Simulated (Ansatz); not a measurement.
# Calculations on LiW16

### Relaxation

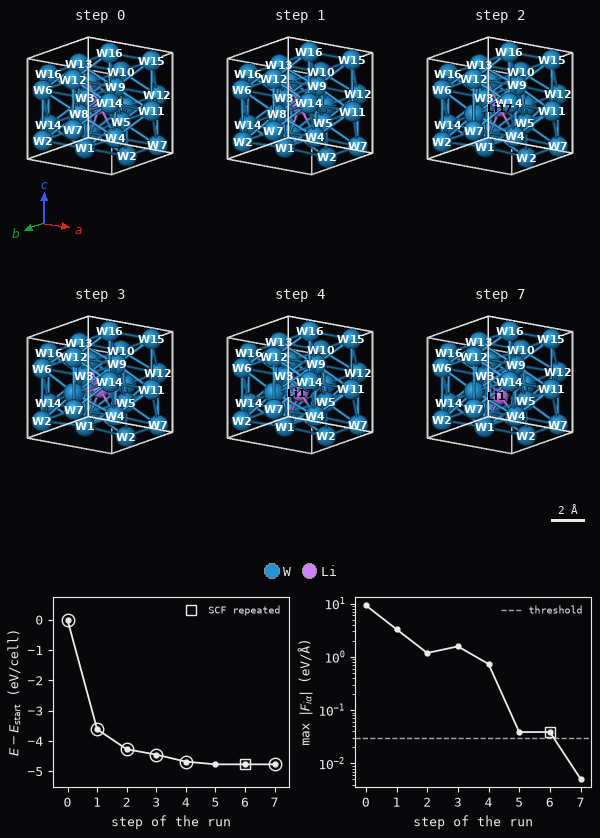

Frames of a relaxation of a defect cell of composition LiW$_{16}$, marked on the history of the run. Style: ball-and-stick. Shown: the cell of the calculation, reduced to other axes (origin shifted), from a free direction. Lengths and directions refer to the drawn axes.

It is an interstitial Li in bcc W. The run prepares an end point of a later path (interstitial hop) calculation, from a guessed geometry.

Computed with DFT PBE, scalar-relativistic, plane waves, PAW (Ansatz).

Input file:
```yaml
crystal:
  lattice:
    - [6.32, 0.0, 0.0]
    - [0.0, 6.32, 0.0]
    - [0.0, 0.0, 6.32]
  atoms:
    - { symbol: W, position: [0.0, 0.0, 0.0] }
    - { symbol: W, position: [0.5, 0.0, 0.0] }
    - { symbol: W, position: [0.0, 0.5, 0.0] }
    - { symbol: W, position: [0.0, 0.0, 0.5] }
    - { symbol: W, position: [0.25, 0.25, 0.25] }
    - { symbol: W, position: [0.5, 0.5, 0.0] }
    - { symbol: W, position: [0.5, 0.0, 0.5] }
    - { symbol: W, position: [0.75, 0.25, 0.25] }
    - { symbol: W, position: [0.0, 0.5, 0.5] }
    - { symbol: W, position: [0.25, 0.75, 0.25] }
    - { symbol: W, position: [0.25, 0.25, 0.75] }
    - { symbol: W, position: [0.5, 0.5, 0.5] }
    - { symbol: W, position: [0.75, 0.75, 0.25] }
    - { symbol: W, position: [0.75, 0.25, 0.75] }
    - { symbol: W, position: [0.25, 0.75, 0.75] }
    - { symbol: W, position: [0.75, 0.75, 0.75] }
    - { symbol: Li, position: [-0.0046771, 0.3674895, 0.2542979] }
basis:
  ecutwfc: 420.0
kpoints:
  mp_grid: { grid: [3, 3, 3] }
hamiltonian:
  xc: pbe
scf:
  occupations: { method: gaussian, width: 0.15 }
  lower_state_search: "off"
relax:
  f_tol: 0.03
  max_steps: 60
  adjacent_minimum: "off"
```

Launched with:
```bash
ansatz run input.yaml --threads 4 --pin off --max-ram 10240MiB --backend cpu --events-out ev --progress --plain --runs-dir out
```

> Describe the path.

Li17 moves most: 0.70 Å along −c. Largest moves by element: Li 0.70 Å, W 0.36 Å. The cell stays as it was. Some distances before and after: W5–W8 3.160 → 3.872 Å, W5–W8 (another image) 3.160 → 2.448 Å, W13–Li17 2.872 → 3.528 Å, W10–Li17 2.904 → 3.528 Å. New bonds form: W5–W8 (3.16 → 2.45 Å). Bond angles that change, for instance: W5–Li17–W8 129.6° → 179.9°, W3–Li17–W9 124.1° → 90.1°, W3–Li17–W4 151.2° → 180.0°. The energy falls by 4.768 eV per cell of the calculation in 6 accepted moves (7 points after the start). Largest force component: 9.3 eV/Å at the start, 0.0052 eV/Å at the end. 1 step only repeated the SCF at the same geometry. Cost: 100 s on 4 threads of Arm Neoverse V1, with other jobs on the host, peak memory 1.1 GiB. From step 0 to 1: W atoms move most (0.18 Å), energy −3.610 eV per cell of the calculation. From step 1 to 2: W8 moves most (0.16 Å), energy −0.660 eV per cell of the calculation. From step 2 to 3: Li17 moves most (0.15 Å), energy −0.177 eV per cell of the calculation. From step 3 to 4: Li17 moves most (0.20 Å), energy −0.231 eV per cell of the calculation. From step 4 to 7: Li17 moves most (0.22 Å), energy −89.6 meV per cell of the calculation.

| step | E − E(0), meV/atom | largest force component, eV/Å | note |
| --- | --- | --- | --- |
| 0 | 0.00 | 9.2576 |  |
| 1 | -212.35 | 3.3042 |  |
| 2 | -251.19 | 1.1844 |  |
| 3 | -261.62 | 1.5748 |  |
| 4 | -275.22 | 0.7359 |  |
| 5 | -280.45 | 0.0388 |  |
| 6 | -280.45 | 0.0389 | same geometry, SCF repeated |
| 7 | -280.49 | 0.0052 |  |

Limits of the set-up: the periodic images lie only 6.3 Å apart, so the values are limited by the cell's size.

### Relaxation

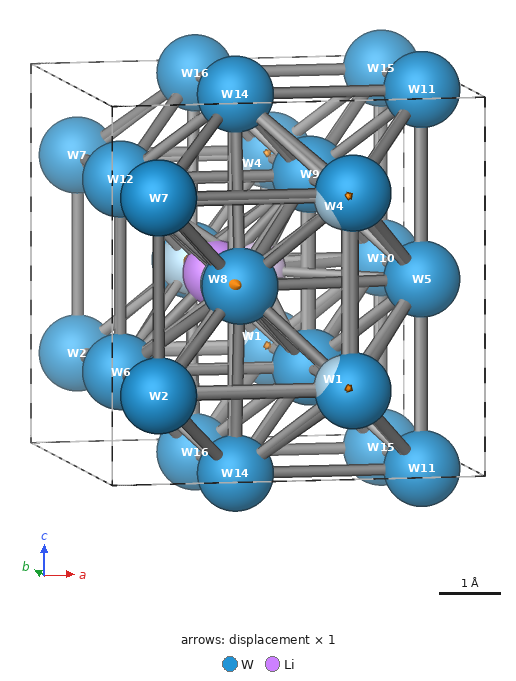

This is a relaxation of a defect cell of composition LiW16. The starting structure is drawn faded, the final one solid; orange arrows show the displacements, at their true length.

A ball-and-stick model of the cell of the calculation (origin shifted), seen slightly off an axis.

It is an interstitial Li in bcc W. The run prepares an end point of a later path (interstitial hop) calculation, from a guessed geometry.

Level of theory: DFT PBE, scalar-relativistic, plane waves, PAW (Ansatz 0.2.0). Set-up: plane-wave cutoff 420 eV; k-point mesh 3 × 3 × 3; occupations gaussian; smearing width 0.15 eV; no spin polarisation; atoms relaxed in a fixed cell; force threshold 0.03 eV/Å; at most 60 steps.

Q: Atoms of which element are displaced furthest, and by how much?

A: Lithium: up to 0.71 Å, against 0.36 Å for tungsten.

Q: Describe the change and its energy.

A: After 5 accepted moves (6 points after the start) the energy has fallen by 4.777 eV per cell of the calculation. The largest force component goes from 9 to 0.028 eV/Å. 1 step only repeated the SCF at the same geometry. The largest move is that of the Li atom, 0.71 Å along −a. By element the largest moves are Li 0.71 Å, W 0.36 Å. The cell doesn't change. Near-neighbour distances that change, for instance: W–W 3.160 → 3.873 Å, W–W 3.160 → 2.447 Å, Li–W 2.855 → 3.521 Å, Li–W 2.883 → 3.522 Å. New bonds form: W–W (3.16 → 2.45 Å). Among the angles between lasting bonds that change: W–Li–W 128.2° → 179.4°, W–Li–W 125.4° → 90.3°, W–Li–W 150.0° → 179.7°.

Limits of the set-up: the periodic images lie only 6.3 Å apart, so the values are limited by the cell's size.

### Path

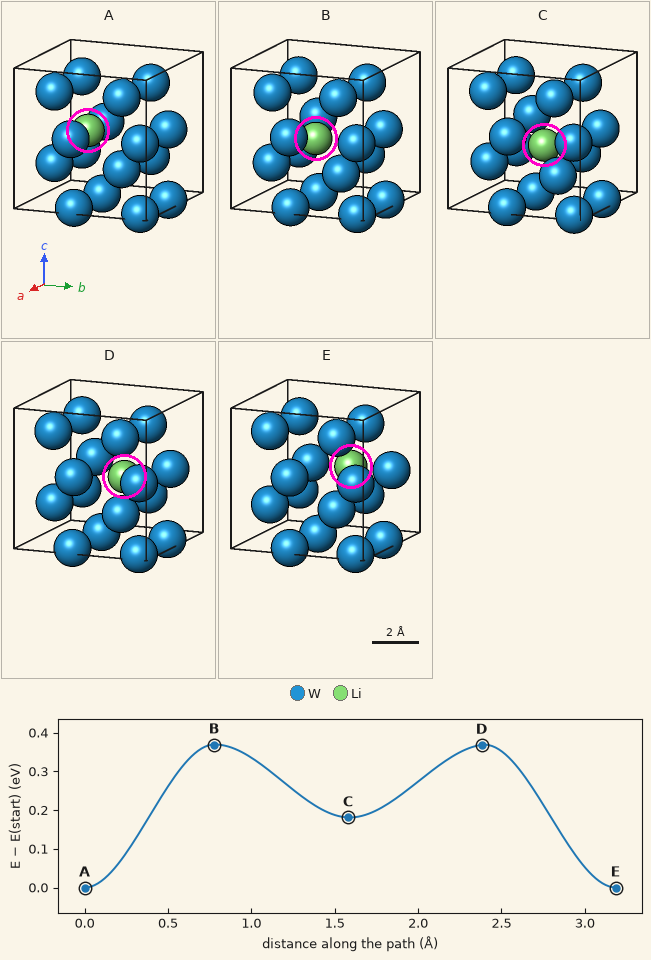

NEB run on W with an interstitial Li (17 atoms in the cell). Images are numbered from 0 (start) to 4 (end). Frames A to E are images 0, 1, 2, 3, 4. A spheres-only model of the simulation cell (origin moved), seen slightly off an axis. The moving atom is ringed, with any periodic copies.

Computed with DFT PBE, scalar-relativistic, plane waves, PAW in Ansatz. Run with plane-wave cutoff 420 eV; k-point mesh 3 × 3 × 3; Gaussian smearing 0.15 eV; 3 movable images; climbing image; force threshold 0.05 eV/Å; iteration limit 61; starting path by image-dependent pair potential.

Describe the mechanism and the energy profile.

The barrier is about 0.37 eV in both directions, with image 1 at the top; the ends have the same energy. The profile has 2 maxima (images 1, 3) with a dip at image 2 (+0.18 eV), so the process runs in steps. The path has more than one stage, and so few images may leave a stage unresolved. The Li atom travels furthest, 2.16 Å from end to end, along [−1 1 0], on a path that bends up to 0.75 Å away from the straight line. At the highest image its nearest neighbour (W) is 1.89 Å away, against 1.94 Å at the start, and the surrounding atoms stand up to 0.31 Å off the mean of their end positions. The band converged in 13 iterations. The largest component of the band force went from 3.5 to 0.029 eV/Å. The climbing image converged on the top of the path. A check of its curvatures found one unstable direction (−2.3 eV/Å²), as a transition state must have.

Limits of the set-up: the periodic images lie only 6.3 Å apart, so the values are limited by the cell's size.

The run took 21 min on 4 threads of Arm Neoverse V1 (shared host), peak memory 2.2 GiB.
